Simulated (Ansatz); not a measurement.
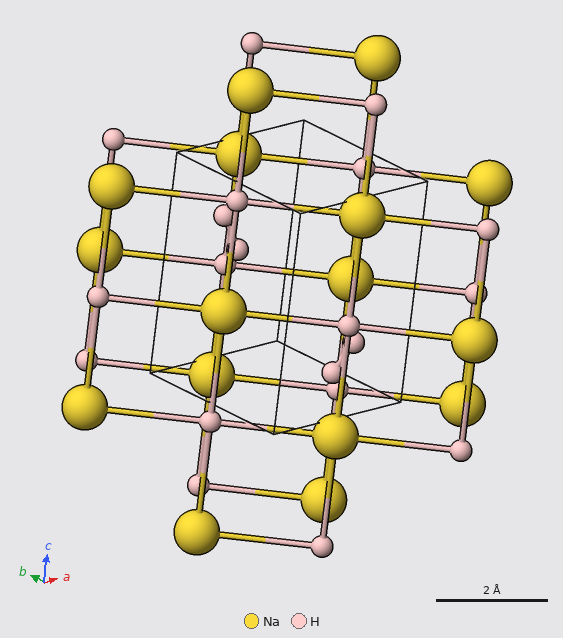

The image is a ball-and-stick drawing of a crystal, viewed slightly off an axis. The simulation cell is outlined; an atom on or near a face, edge or corner is repeated at each equivalent position. Bonded atoms from the next cells complete the picture.

The program read this input:
```yaml
crystal:
  lattice:
    - [6.087926499, -2.2938453004, 1.5764465589]
    - [6.087926499, 2.2938453004, 1.5764465589]
    - [-2.5723296043, 0.0, 3.7668282981]
  atoms:
    - { symbol: Na, position: [0.4369250416, -0.0628367964, -0.0543204353] }
    - { symbol: Na, position: [-0.0628367964, 0.4369250416, 0.4456795647] }
    - { symbol: H, position: [0.7198664582, 0.1521497247, 0.2691849888] }
    - { symbol: H, position: [-0.0623190987, 0.4369664885, -0.0534815374] }
    - { symbol: H, position: [1.2228270389, 0.6564211433, 0.622235714] }
    - { symbol: H, position: [0.1521497247, 0.7198664582, 0.7691849888] }
    - { symbol: H, position: [0.6564211433, 1.2228270389, 1.122235714] }
    - { symbol: H, position: [0.4369664885, -0.0623190987, 0.4465184626] }
basis:
  ecutwfc: 420
kpoints:
  mp_grid: { grid: [6, 6, 6] }
  band_path:
    path:
      - [[0.0, 0.0, 0.0], [-0.28757811, 0.28757811, 0.0]]
      - [[-0.71242189, -0.28757811, 0.0], [-0.5, -0.5, 0.0], [0.0, 0.0, 0.0], [-0.5, -0.5, 0.5], [-0.7475401, -0.2524599, 0.5]]
      - [[-0.2524599, 0.2524599, 0.5], [0.0, 0.0, 0.5], [0.0, 0.0, 0.0]]
      - [[-0.5, 0.0, 0.5], [0.0, 0.0, 0.0], [-0.5, 0.0, 0.0]]
    npoints: 14
hamiltonian:
  xc: lda
scf:
  occupations: { method: gaussian, width: 0.02 }
  n_extra_bands: 20
output:
  forces: true
  stress: true
  eigenvalues: true
  populations: true
  dos: { projected: true, de: 0.02, nscf_kmesh: { grid: [9, 9, 9] } }
  bader: true
  write_density: true
  write_potential: true
  elf: true
  volumetric_format: npy
```
Run as:
```sh
ansatz run input.yaml --threads 1 --pin off --max-ram 2560MiB --backend cpu --events-out ev --progress --plain --runs-dir out
```

Calculation details: DFT LDA, scalar-relativistic, plane waves, PAW in Ansatz 0.2.0; a cutoff energy of 420 eV, the zone sampled with 6×6×6 points, Gaussian smearing of 0.02 eV, no spin polarisation.

List the Bader charges.

Na +0.80 e; H -0.77 to -0.01 e.

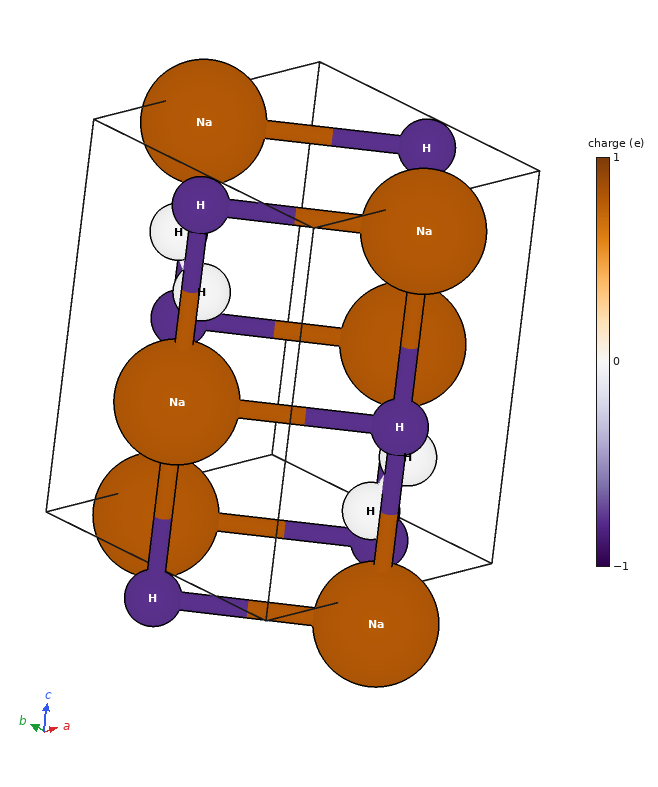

The atoms coloured by those charges.

The structure comes from a structure type filled with these elements by a generator (whether the compound takes this form wasn't checked). Earlier steps of the study may have refined or changed the cell and positions. Ansatz was used for an electronic-structure calculation on it.
